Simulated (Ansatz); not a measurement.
# What a change does: single-point calculation on BSiHF₂

System: BSiHF₂, SMILES B=[Si](F)F.
Method of run 1: RHF-CCSD(T), frozen core/def2-TZVPP (Ansatz 0.2.0).

The geometry: displaced from a GFN2-xTB structure. Text and figures count atoms from 1; the logs count them from 0 in places.

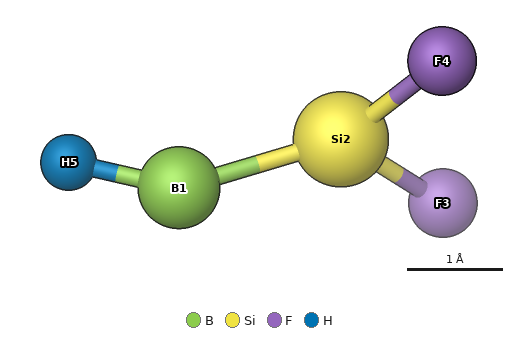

The structure (ball-and-stick view, seen at a tilt; atoms are numbered from 1 in the order of the input).

The input, run 1:
```yaml
crystal:
  periodic: [false, false, false]
  atoms:
    - {symbol: B, position_ang: [-0.714400, 1.118000, -0.126800]}
    - {symbol: Si, position_ang: [0.244100, -0.413700, 0.088800]}
    - {symbol: F, position_ang: [-0.262600, -1.899300, 0.463500]}
    - {symbol: F, position_ang: [1.765900, -0.650600, 0.505300]}
    - {symbol: H, position_ang: [-1.101300, 1.945700, -0.897400]}
basis:
  gaussian: {orbitals: def2-TZVPP}
correlation: {method: ccsd_t}
output: {forces: true}
```

Hardware: 4 CPU threads, shared host.

Output (run 1):
```
Functional definition: HF
  exchange = exact_x
  correlation = 0
930 factors; integrals over basis functions are off by at most 8.5e-4 eV
mean field evaluation 1: about -13961.2738 eV, gradient 3.6e1 eV
mean field evaluation 2: about -13961.4379 eV, gradient 3.6e1 eV
mean field evaluation 4: about -13964.0659 eV, gradient 2.8e0 eV
mean field evaluation 8: about -13964.1350 eV, gradient 2.9e-1 eV
mean field evaluation 16: about -13961.2734 eV, gradient 3.6e1 eV
mean field evaluation 32: about -13962.1100 eV, gradient 1.2e-1 eV
mean field evaluation 64: about -13961.8143 eV, gradient 1.9e0 eV
mean field -13964.13666959 eV, -513.1725573755 hartree, gradient 5.6e-6 eV, S^2 0.000000; 1 other end points of the search recorded, 0 dependent functions left out; unrestricted orbitals would lower it
determinant -13964.13666959 eV, -513.1725573755 hartree, with singles and doubles -13983.61216786 eV, -513.8882687360 hartree
determinant -13962.10863034 eV, -513.0980283078 hartree, with singles and doubles -13981.63330689 eV, -513.8155469367 hartree
8 core orbitals not correlated: weight in the atoms' cores, before any rotation towards them, 1.000 or more for the frozen orbitals, at most 0.000 for the correlated occupied ones
reference -13964.13666959 eV, -513.1725573755 hartree; 11, 11 occupied and 130, 130 virtual orbitals, 930 factors
second order -18.79706967 eV of doubles, -0.00000000 eV of singles
cycle   1  -19.38010074 eV  change    -2.0e0 eV  update   2.6e-2
cycle   2  -19.41879498 eV  change   -3.9e-2 eV  update   5.2e-3
cycle   3  -19.41803805 eV  change    7.6e-4 eV  update   2.3e-3
cycle   4  -19.41810305 eV  change   -6.5e-5 eV  update   9.0e-4
cycle   5  -19.41824588 eV  change   -1.4e-4 eV  update   5.4e-4
cycle   6  -19.41845244 eV  change   -2.1e-4 eV  update   3.8e-4
cycle   7  -19.41874703 eV  change   -2.9e-4 eV  update   2.7e-4
cycle   8  -19.41878164 eV  change   -3.5e-5 eV  update   2.0e-4
cycle   9  -19.41874147 eV  change    4.0e-5 eV  update   1.7e-4
cycle  10  -19.41865358 eV  change    8.8e-5 eV  update   1.3e-4
cycle  11  -19.41868533 eV  change   -3.2e-5 eV  update   7.2e-5
cycle  12  -19.41871339 eV  change   -2.8e-5 eV  update   3.4e-5
cycle  13  -19.41871336 eV  change    2.5e-8 eV  update   1.7e-5
cycle  14  -19.41871405 eV  change   -6.9e-7 eV  update   8.1e-6
cycle  15  -19.41871303 eV  change    1.0e-6 eV  update   3.8e-6
cycle  16  -19.41871256 eV  change    4.8e-7 eV  update   1.8e-6
cycle  17  -19.41871277 eV  change   -2.1e-7 eV  update   8.5e-7
perturbative correction -0.65748721 eV, -0.0241622091 hartree
the calculation of the forces begins
Total energy: -13984.21286956 eV, -513.9103441164 hartree
Atom 0 at    -0.714400     1.118000    -0.126800 Å, force    -0.490971     1.190433    -0.163921 eV/Å
Atom 1 at     0.244100    -0.413700     0.088800 Å, force     1.115556    -2.803176     0.101316 eV/Å
Atom 2 at    -0.262600    -1.899300     0.463500 Å, force    -0.593251     0.998392    -0.229667 eV/Å
Atom 3 at     1.765900    -0.650600     0.505300 Å, force    -0.088279     0.961930    -0.031262 eV/Å
Atom 4 at    -1.101300     1.945700    -0.897400 Å, force     0.056945    -0.347579     0.323533 eV/Å
Dipole moment:    -0.111960     0.218477    -0.172720 e Å
```

The input of run 2 differs as follows (lines with − go, lines with + come):
```diff
-correlation: {method: ccsd_t}
+hamiltonian: {xc: r2scan, dispersion: d4}
```

Predict how the results change.

The total energies belong to different models, so their difference says nothing on which is more stable or more accurate. The largest force goes from 3.019 to 2.791 eV/Å. The dipole moment goes from 1.44 to 1.31 D.

Output (run 2):
```
Functional definition: r2SCAN
  parameter k0 = 0.174
  parameter k1 = 0.065
  parameter a1 = 4.9479
  exchange = r2scan_x(k0 = k0, k1 = k1, a1 = a1)
  correlation = r2scan_c
828 factors; their error is unknown
mean field evaluation 1: about -13998.8834 eV, gradient 4.7e1 eV
mean field evaluation 2: about -13992.2537 eV, gradient 7.8e1 eV
mean field evaluation 4: about -14002.8277 eV, gradient 1.4e0 eV
mean field evaluation 8: about -14002.8339 eV, gradient 1.5e-1 eV
mean field evaluation 16: about -14002.8110 eV, gradient 7.9e-4 eV
mean field -14002.81099101 eV, -514.5938124733 hartree, gradient 1.1e-5 eV, S^2 0.000000; 0 other end points of the search recorded, 0 dependent functions left out
the calculation of the forces begins
reference -14002.81100218 eV, -514.5938128840 hartree; 19, 19 occupied and 130, 130 virtual orbitals, 828 factors
Total energy: -14002.83096203 eV, -514.5945463948 hartree
Atom 0 at    -0.714400     1.118000    -0.126800 Å, force    -0.377449     1.031482    -0.188616 eV/Å
Atom 1 at     0.244100    -0.413700     0.088800 Å, force     0.993389    -2.603257     0.156563 eV/Å
Atom 2 at    -0.262600    -1.899300     0.463500 Å, force    -0.605509     0.943159    -0.244264 eV/Å
Atom 3 at     1.765900    -0.650600     0.505300 Å, force    -0.047383     0.952891    -0.046904 eV/Å
Atom 4 at    -1.101300     1.945700    -0.897400 Å, force     0.036952    -0.324276     0.323221 eV/Å
Dipole moment:    -0.092646     0.185258    -0.177200 e Å
```

The two runs side by side:

| quantity | run 1 | run 2 |
| --- | --- | --- |
| outcome | converged | converged |
| total energy (hartree) | −513.910344 | −514.594546 |
| dipole moment (D) | 1.44 | 1.31 |
| largest force (eV/Å) | 3.019 | 2.791 |
| basis functions | 149 | 149 |
| wall time (shared host) | 50 s | 1.4 s |
